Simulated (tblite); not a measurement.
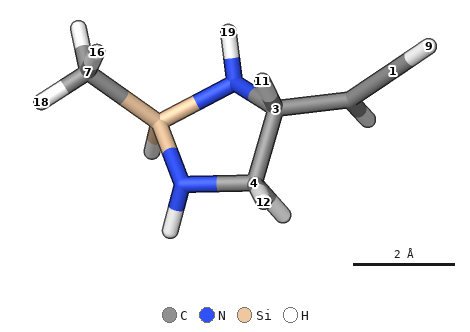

Fig. 1: The structure as given in the input (stick view, seen at a tilt; atoms are numbered from 1 in the order of the input). Bond lengths as drawn: C–C 1.29 to 1.55 Å, C–H 1.07 to 1.11 Å, C–N 1.47 to 1.48 Å, C–Si 1.83 Å, H–N 1.02 Å, H–Si 1.47 Å and N–Si 1.71 Å.

**Geometry relaxation of C5H11N2Si (part 1 of 2)**

System: C5H11N2Si, multiplicity 2.
Method: GFN2-xTB geometry optimisation, gas phase (tblite 0.8.0).

It belongs to a series of runs on one base structure; here: H removed from sp2 C.

What the program printed
```
step      E/eV     max force
  0    -646.89822    1.820
  1    -647.04083    0.859
  2    -647.07748    0.681
  3    -647.12688    0.537
  4    -647.16552    0.656
  5    -647.18977    0.800
  6    -647.21107    0.370
  7    -647.22973    0.347
  8    -647.24864    0.268
  9    -647.26234    0.251
 10    -647.27678    0.264
 11    -647.28870    0.308
 12    -647.30178    0.364
 13    -647.31976    0.392
 14    -647.33905    0.528
 15    -647.36053    0.557
 16    -647.38274    0.316
 17    -647.39017    0.417
 18    -647.39810    0.226
 19    -647.40678    0.300
 20    -647.41869    0.460
 21    -647.42999    0.474
 22    -647.44190    0.351
 23    -647.45211    0.229
 24    -647.46029    0.239
 25    -647.46792    0.236
 26    -647.47452    0.178
 27    -647.47896    0.161
 28    -647.48212    0.117
 29    -647.48394    0.133
 30    -647.48530    0.137
 31    -647.48630    0.119
 32    -647.48774    0.070
 33    -647.48842    0.076
 34    -647.48925    0.069
 35    -647.48982    0.085
 36    -647.49053    0.081
 37    -647.49120    0.062
 38    -647.49177    0.052
 39    -647.49218    0.046
 40    -647.49260    0.057
 41    -647.49316    0.060
 42    -647.49381    0.065
 43    -647.49437    0.066
 44    -647.49487    0.049
 45    -647.49540    0.060
 46    -647.49600    0.061
 47    -647.49658    0.058
 48    -647.49705    0.050
 49    -647.49748    0.048
 50    -647.49800    0.052
 51    -647.49860    0.053
 52    -647.49908    0.046
 53    -647.49941    0.038
 54    -647.49969    0.041
 55    -647.50003    0.043
 56    -647.50044    0.048
 57    -647.50085    0.057
 58    -647.50124    0.053
 59    -647.50169    0.053
 60    -647.50225    0.062
 61    -647.50278    0.050
 62    -647.50315    0.045
 63    -647.50340    0.039
 64    -647.50366    0.046
 65    -647.50395    0.044
 66    -647.50422    0.048
 67    -647.50445    0.042
 68    -647.50467    0.034
 69    -647.50494    0.040
 70    -647.50527    0.041
 71    -647.50564    0.044
 72    -647.50604    0.046
 73    -647.50655    0.060
 74    -647.50733    0.084
 75    -647.50840    0.092
 76    -647.50941    0.068
 77    -647.51004    0.066
 78    -647.51046    0.060
 79    -647.51091    0.079
 80    -647.51145    0.083
 81    -647.51221    0.052
 82    -647.51271    0.054
 83    -647.51305    0.049
 84    -647.51352    0.043
 85    -647.51400    0.062
 86    -647.51446    0.077
 87    -647.51504    0.085
 88    -647.51569    0.069
 89    -647.51667    0.066
 90    -647.51721    0.064
 91    -647.51803    0.076
 92    -647.51873    0.069
 93    -647.51938    0.076
 94    -647.52015    0.074
 95    -647.52107    0.084
 96    -647.52231    0.106
 97    -647.52443    0.107
 98    -647.52630    0.106
 99    -647.52622    0.204
100    -647.52785    0.128
101    -647.52886    0.067
102    -647.52940    0.052
103    -647.53053    0.074
104    -647.53204    0.129
105    -647.53378    0.104
106    -647.53532    0.094
107    -647.53703    0.104
108    -647.53861    0.099
109    -647.54043    0.094
110    -647.54218    0.214
111    -647.54457    0.180
112    -647.54706    0.092
113    -647.54866    0.104
114    -647.55035    0.126
115    -647.55214    0.076
116    -647.55412    0.116
117    -647.55544    0.146
118    -647.55643    0.112
119    -647.55820    0.076
120    -647.55937    0.080
121    -647.56053    0.092
122    -647.56173    0.088
123    -647.56327    0.077
124    -647.56453    0.101
125    -647.56560    0.097
126    -647.56670    0.080
127    -647.56809    0.080
128    -647.56947    0.068
129    -647.57057    0.070
130    -647.57170    0.075
131    -647.57285    0.067
132    -647.57390    0.055
133    -647.57468    0.059
134    -647.57521    0.057
135    -647.57560    0.045
136    -647.57592    0.085
137    -647.57625    0.038
138    -647.57655    0.044
139    -647.57678    0.034
140    -647.57702    0.038
141    -647.57732    0.041
142    -647.57759    0.043
143    -647.57787    0.042
144    -647.57822    0.042
145    -647.57880    0.053
146    -647.57978    0.069
147    -647.58086    0.115
148    -647.58190    0.082
149    -647.58123    0.199
150    -647.58315    0.117
151    -647.58401    0.060
152    -647.58469    0.061
153    -647.58600    0.086
154    -647.58670    0.073
155    -647.58752    0.140
156    -647.58791    0.111
157    -647.58865    0.048
158    -647.58945    0.054
159    -647.59000    0.049
160    -647.59089    0.104
161    -647.59149    0.129
162    -647.59201    0.081
163    -647.59232    0.038
164    -647.59254    0.029
165    -647.59274    0.044
166    -647.59293    0.045
167    -647.59308    0.030
168    -647.59319    0.026
169    -647.59328    0.028
170    -647.59334    0.023
171    -647.59338    0.014
172    -647.59341    0.015
173    -647.59344    0.022
174    -647.59346    0.020
175    -647.59349    0.013
176    -647.59351    0.012
177    -647.59355    0.014
178    -647.59361    0.026
179    -647.59368    0.031
180    -647.59379    0.028
181    -647.59396    0.032
182    -647.59424    0.042
183    -647.59461    0.047
184    -647.59498    0.042
185    -647.59523    0.030
186    -647.59536    0.021
187    -647.59542    0.019
188    -647.59545    0.016
189    -647.59548    0.013
190    -647.59549    0.012
191    -647.59550    0.006
```

Trajectory as extended XYZ (Å, eV, eV/Å), 12 of the 192 frames kept, from step=0 to step=191
```
19
Properties=species:S:1:pos:R:3:forces:R:3 step=0 energy=-646.89822
C    -3.1452   -0.9464    1.2622   -0.4050   0.1280  -0.0150
C    -1.8716   -1.1050    1.1420   -0.9480  -0.4600   0.6330
C    -0.9687   -0.3562    0.2167    0.9410   0.6260  -0.6100
C    -0.3245   -1.2453   -0.8726    0.6370   0.0730   0.6660
N     0.9090   -0.5482   -1.2631    0.0520  -1.4850  -1.0510
Si    1.5621    0.4272   -0.0228    0.3230  -1.2460   0.6010
C     1.8689    2.1562   -0.5409    0.4980   1.5890  -0.2710
N     0.1692    0.2419    0.9477   -1.3890   0.5920   0.5180
H    -4.2018   -0.8091    1.3601    0.7180  -0.0580  -0.1240
H    -1.3909   -1.8497    1.7925    0.3400   0.1680  -0.2610
H    -1.5395    0.4512   -0.2872    0.0840  -0.3450   0.1540
H    -0.9892   -1.3982   -1.7233    0.0300   0.1400  -0.0380
H    -0.0722   -2.2396   -0.4483   -0.2030   0.3640  -0.0780
H     1.6065   -1.2294   -1.5700   -0.5390   0.2980  -0.4320
H     2.6961   -0.2754    0.5982    0.0390   0.2070   0.1770
H     0.9775    2.6049   -0.9801    0.1360  -0.0080  -0.0530
H     2.1532    2.7858    0.3156   -0.0420  -0.2750  -0.3480
H     2.6761    2.2111   -1.2718   -0.1450   0.1290   0.1160
H    -0.1247    1.1333    1.3376   -0.1280  -0.4370   0.4150
19
Properties=species:S:1:pos:R:3:forces:R:3 step=17 energy=-647.39017
C    -3.1404   -1.0959    1.4027    0.3330  -0.2130   0.1330
C    -1.8809   -1.1254    1.1608    0.1650   0.0320  -0.0930
C    -1.0022   -0.3141    0.1808    0.0960  -0.0310  -0.0980
C    -0.3272   -1.2626   -0.8283    0.0030   0.0510   0.0120
N     0.9121   -0.6195   -1.2281   -0.0680  -0.0430   0.0500
Si    1.5553    0.3977    0.0062   -0.1080  -0.0710  -0.0050
C     1.9230    2.1609   -0.5820    0.0200   0.0890  -0.0210
N     0.0831    0.3071    0.8989   -0.0630  -0.1160   0.0020
H    -4.0926   -0.6962    1.2082   -0.2060   0.2760  -0.2190
H    -1.2361   -1.8118    1.7054   -0.0090  -0.0100   0.0560
H    -1.5991    0.4329   -0.3651   -0.1160  -0.1070   0.1640
H    -0.9556   -1.4315   -1.7118   -0.0250   0.0750   0.1240
H    -0.1735   -2.2408   -0.3403    0.1710   0.1400  -0.1050
H     1.4723   -1.1615   -1.8648   -0.0460  -0.0070   0.0300
H     2.6561   -0.1383    0.8241   -0.0560  -0.0230  -0.0250
H     1.0517    2.6211   -1.0340   -0.0870   0.0030  -0.0620
H     2.2018    2.7738    0.2671    0.0360   0.0200   0.0890
H     2.7309    2.2311   -1.2967    0.1100  -0.1180  -0.0730
H    -0.1883    0.9820    1.5893   -0.1480   0.0520   0.0400
19
Properties=species:S:1:pos:R:3:forces:R:3 step=35 energy=-647.48982
C    -3.0939   -1.1331    1.4138    0.0240  -0.0430   0.0100
C    -1.8238   -1.2158    1.2163    0.0010   0.0000   0.0050
C    -1.0201   -0.3590    0.2226   -0.0240  -0.0130   0.0180
C    -0.3367   -1.2424   -0.8270    0.0040   0.0000   0.0220
N     0.8546   -0.5362   -1.2477    0.0140  -0.0080  -0.0010
Si    1.4938    0.4326    0.0278   -0.0070  -0.0040  -0.0080
C     1.9476    2.1605   -0.6018    0.0040  -0.0310   0.0120
N     0.0251    0.3319    0.9223   -0.0060   0.0000  -0.0080
H    -3.8881   -0.5518    1.0053   -0.0830   0.0160   0.0000
H    -1.1921   -1.8927    1.7758    0.0040  -0.0110  -0.0040
H    -1.7112    0.3388   -0.2695    0.0020   0.0130   0.0150
H    -1.0018   -1.4171   -1.6793    0.0130   0.0340   0.0160
H    -0.0982   -2.2181   -0.3823    0.0380  -0.0030   0.0110
H     1.4343   -1.0715   -1.8734   -0.0260   0.0240  -0.0090
H     2.5626   -0.1605    0.8483   -0.0010   0.0060  -0.0060
H     1.1092    2.6392   -1.1003    0.0410   0.0050   0.0000
H     2.2464    2.7873    0.2320    0.0130   0.0130  -0.0310
H     2.7763    2.1242   -1.2999    0.0040   0.0090   0.0160
H    -0.2939    0.9930    1.6097   -0.0140  -0.0060  -0.0570
19
Properties=species:S:1:pos:R:3:forces:R:3 step=52 energy=-647.49908
C    -3.1009   -1.1846    1.4173   -0.0230  -0.0210   0.0150
C    -1.8295   -1.2428    1.2210   -0.0070   0.0230   0.0060
C    -1.0353   -0.3640    0.2374    0.0030  -0.0220  -0.0110
C    -0.3379   -1.2393   -0.8108    0.0170   0.0210  -0.0070
N     0.8239   -0.4969   -1.2477   -0.0150   0.0310   0.0130
Si    1.4716    0.4519    0.0358    0.0130  -0.0200  -0.0100
C     1.9978    2.1516   -0.6084    0.0000  -0.0110   0.0010
N     0.0006    0.3484    0.9326    0.0030   0.0110  -0.0350
H    -3.9201   -0.6178    1.0341    0.0060  -0.0110   0.0090
H    -1.1928   -1.9284    1.7656    0.0070   0.0250  -0.0070
H    -1.7355    0.3265   -0.2531    0.0010  -0.0340   0.0010
H    -1.0072   -1.4369   -1.6545    0.0200  -0.0070   0.0340
H    -0.0575   -2.2021   -0.3583   -0.0210   0.0340  -0.0220
H     1.3777   -0.9763   -1.9370    0.0120  -0.0190   0.0090
H     2.5303   -0.1432    0.8696   -0.0180  -0.0290  -0.0080
H     1.1987    2.6505   -1.1474    0.0080   0.0190  -0.0050
H     2.2986    2.7880    0.2162   -0.0050   0.0080   0.0040
H     2.8469    2.0651   -1.2765    0.0100   0.0020  -0.0020
H    -0.3391    1.0595    1.5565   -0.0120  -0.0030   0.0160
19
Properties=species:S:1:pos:R:3:forces:R:3 step=69 energy=-647.50494
C    -3.0854   -1.2395    1.4511    0.0030  -0.0170   0.0060
C    -1.8165   -1.2433    1.2322    0.0160   0.0180   0.0010
C    -1.0656   -0.3528    0.2230   -0.0120  -0.0190  -0.0150
C    -0.3454   -1.2220   -0.8137   -0.0100  -0.0030  -0.0060
N     0.7911   -0.4538   -1.2709   -0.0270   0.0120   0.0270
Si    1.4429    0.4731    0.0270    0.0040  -0.0350   0.0040
C     2.0542    2.1469   -0.6048   -0.0110  -0.0130   0.0100
N    -0.0482    0.4090    0.8885    0.0030  -0.0130  -0.0140
H    -3.9405   -0.7208    1.0796    0.0080   0.0010   0.0000
H    -1.1417   -1.8927    1.7755    0.0040   0.0110   0.0130
H    -1.7972    0.3007   -0.2702   -0.0070  -0.0010  -0.0080
H    -1.0089   -1.4638   -1.6490   -0.0050   0.0110   0.0120
H    -0.0324   -2.1632   -0.3392   -0.0100  -0.0030  -0.0260
H     1.3513   -0.9364   -1.9523    0.0270  -0.0160  -0.0200
H     2.4591   -0.1893    0.8647    0.0200   0.0120   0.0110
H     1.2979    2.6648   -1.1846   -0.0010   0.0270  -0.0110
H     2.3407    2.7840    0.2237   -0.0110  -0.0010   0.0220
H     2.9290    2.0226   -1.2324    0.0070  -0.0080  -0.0050
H    -0.3942    1.0860    1.5443    0.0000   0.0380  -0.0020
19
Properties=species:S:1:pos:R:3:forces:R:3 step=87 energy=-647.51504
C    -2.9691   -1.3635    1.5667    0.0010  -0.0230   0.0100
C    -1.7191   -1.2073    1.3015    0.0060  -0.0030  -0.0540
C    -1.1345   -0.3245    0.1745    0.0050  -0.0340  -0.0440
C    -0.4115   -1.1951   -0.8668    0.0150  -0.0100  -0.0120
N     0.7511   -0.4574   -1.3106   -0.0010   0.0340   0.0140
Si    1.3879    0.4800   -0.0152    0.0100  -0.0580   0.0610
C     2.1535    2.1177   -0.5484   -0.0260  -0.0170   0.0390
N    -0.1665    0.5807    0.7068    0.0010   0.0280  -0.0010
H    -3.8938   -1.0084    1.1698    0.0030   0.0050   0.0030
H    -0.9415   -1.6908    1.8784    0.0170   0.0070  -0.0080
H    -1.9629    0.2183   -0.2977   -0.0140   0.0240   0.0260
H    -1.0703   -1.4142   -1.7122   -0.0090   0.0250   0.0040
H    -0.1226   -2.1522   -0.4114   -0.0260  -0.0190   0.0350
H     1.3133   -0.9615   -1.9754    0.0080  -0.0080   0.0040
H     2.3247   -0.2224    0.8890   -0.0090  -0.0170   0.0030
H     1.5128    2.6899   -1.2065   -0.0270   0.0260  -0.0580
H     2.3548    2.7179    0.3305    0.0120   0.0370   0.0140
H     3.0984    1.9526   -1.0490    0.0270  -0.0070  -0.0380
H    -0.5144    1.2494    1.3687    0.0070   0.0110   0.0010
```
